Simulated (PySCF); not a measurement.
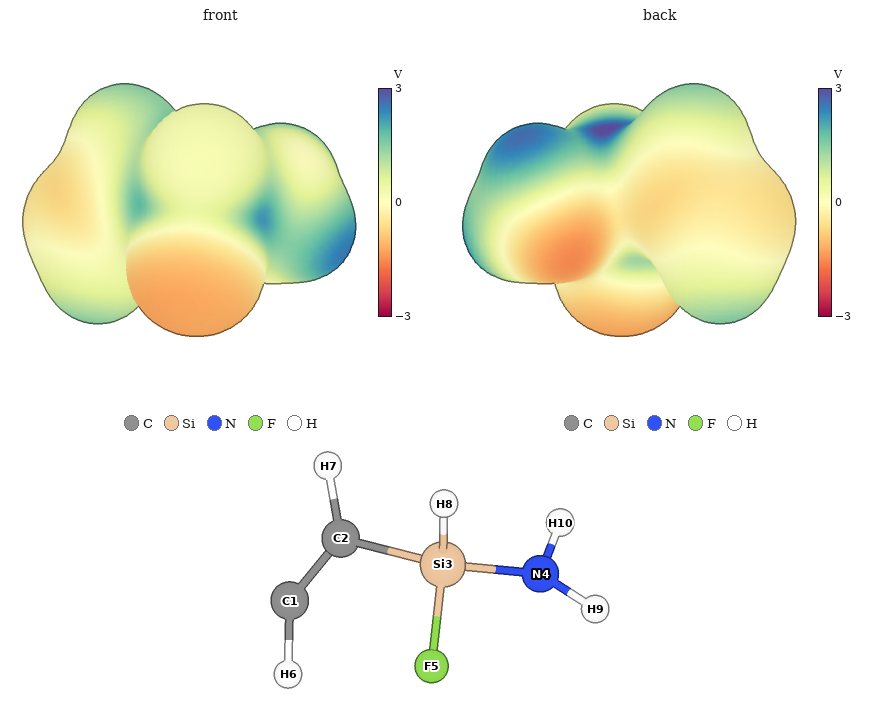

*C2H5FNSi (doublet). The molecular electrostatic potential painted on the density surface at 0.004 e/bohr³, seen from the front and from behind; the colour scale runs from red (negative) to blue (positive). The bare structure is drawn below in the same view.*

Geometry: GFN2-xTB.

Method: PySCF, UKS B3LYP, pcH-1 on C F H N Si, non-relativistic, mean-field spin-orbit, GIAO.

Input file:

```
{"job": {"kind": "epr", "basis": "pcH-1"}, "charge": 0, "multiplicity": 2}
C      1.974915    -1.026838    -0.298543
C      1.227915    -0.388486     0.536360
Si    -0.241001     0.729943     0.034092
N     -1.655272    -0.232618    -0.031136
F     -0.054138     1.225363    -1.486958
H      2.015604    -1.116392    -1.361972
H      1.400304    -0.454175     1.603360
H     -0.263231     1.968315     0.804466
H     -2.440654     0.073027    -0.582634
H     -1.955560    -0.773485     0.760437
```

Launched as:

```sh
OMP_NUM_THREADS=1 python probes_run.py task.json out
```

Describe the electrostatic potential map.

Answer. The most negative region (about −1.5 V) lies over N4, the most positive (about +2.9 V) over Si3. N4 is the likeliest acceptor of a hydrogen bond.
